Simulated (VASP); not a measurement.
Band structure of VN (rock salt). All values below come from AM05 GGA, VASP's PBE PAW potentials (set 64) (plane waves; VASP).

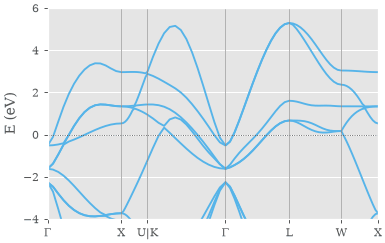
Fig. 1. Bands along high-symmetry lines, zero at the valence-band maximum or, without a gap, the Fermi level

Task: Read the plot: is there a gap, and where are the band edges?

Result: It has no gap at this level: it comes out as a metal or semimetal. (Edges off the drawn lines would not show.)

The compound is VN in the rock salt structure, which distorts at low temperature. It was relaxed first. The run is not spin-polarised, so no magnetic state was tried. VASP warned that the highest band is occupied, so more bands are needed.
